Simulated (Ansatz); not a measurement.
Response to strain in C

Take C in the graphite type structure (space group P6_3/mmc, No. 194; layered, stacked along the Cartesian z axis) as the base.

```xyz
4
Lattice="2.4583 0.0000 0.0000 -1.2291 2.1289 0.0000 0.0000 0.0000 6.5635" Properties=species:S:1:pos:R:3 pbc="T T T"
C      0.0000     0.0000     1.6409
C      0.0000     0.0000     4.9226
C      0.0000     1.4193     1.6409
C      1.2291     0.7096     4.9226
```

Cartesian axes are those of the cell as printed.

Strains are applied to the cell and any free atomic positions relax; under biaxial strain the out-of-plane vector relaxes too.

The values are results of PBEsol-D3(BJ) (Ansatz, a program for electronic structure), scalar-relativistic without spin-orbit coupling, not measurements.

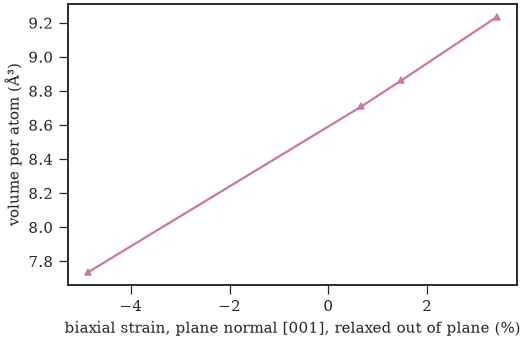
Figure: Volume per atom against biaxial strain, plane normal [001], relaxed out of plane

### Question
From the plot, what is the volume per atom for biaxial strain +1.48 %, plane normal [001], relaxed out of plane?

### Answer
About 8.9 Å³.

### Question
Is the trend monotonic over the range shown?

### Answer
Yes, it rises throughout, spanning 7.74 Å³ to 9.23 Å³.

Stability against distortions was not tested.
